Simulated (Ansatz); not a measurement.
CH3O (charge −1)

Input

```
crystal:
  periodic: [false, false, false]
  atoms:
    - symbol: C
      position_ang: [-1.541056, -0.345638, 0.281947]
    - symbol: O
      position_ang: [-2.817611, -0.037376, 0.494570]
    - symbol: H
      position_ang: [-1.310050, -0.847737, -0.717183]
    - symbol: H
      position_ang: [-0.809196, 0.530742, 0.291300]
    - symbol: H
      position_ang: [-1.071202, -1.065900, 1.033080]
basis:
  gaussian: {orbitals: def2-TZVPD}
hamiltonian: {xc: {name: PBE0}}
output: {forces: true, orbitals: {seedname: orbitals}}
total_charge: -1
```

Run with:

```sh
ansatz run input.yaml --threads 2 --pin off --max-ram 4350MiB --events-out events.jsonl --progress --plain --runs-dir runs
```

Geometry: r2SCAN-D4/def2-TZVPD; the highest occupied orbital lies above zero, a sign that basis and functional describe the outermost electron poorly.

These are results of Ansatz, isolated molecule in a Gaussian basis; Kohn-Sham density functional theory, functional PBE0, not measurements.

**What can the converged electron density and electron localisation function tell about the bonding?**

C–O (1.33 Å): ρ at the midpoint is about 2.5 e/Å³; the ELF peaks at about 0.90 between the atoms; a polar covalent bond.
C–H (1.14 Å): ρ at the midpoint is about 1.8 e/Å³; the ELF climbs to about 1 towards the hydrogen, as it does in any bond to H; a covalent bond by its length.

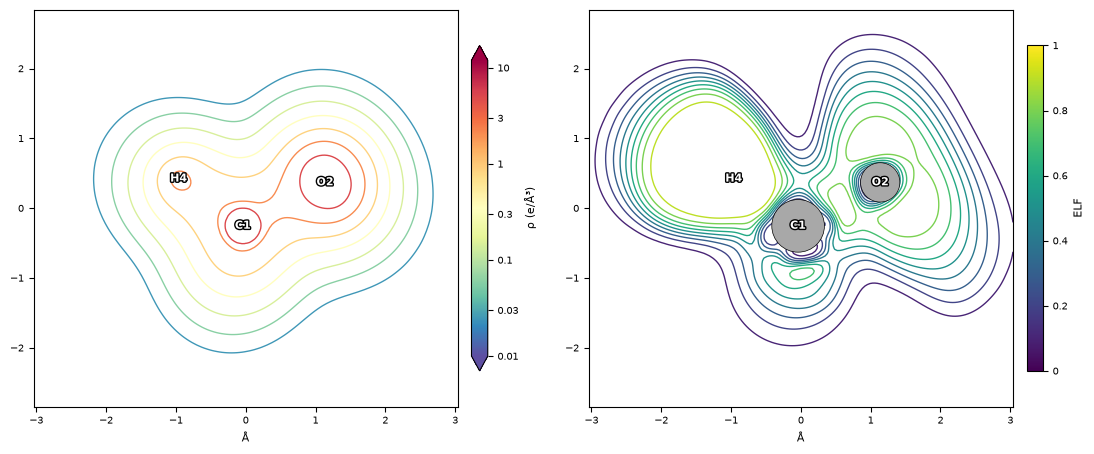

Computed electron density and electron localisation function on the plane of atoms O2, C1 and H4, in this order. Grey discs cover the atomic cores in the ELF map. 
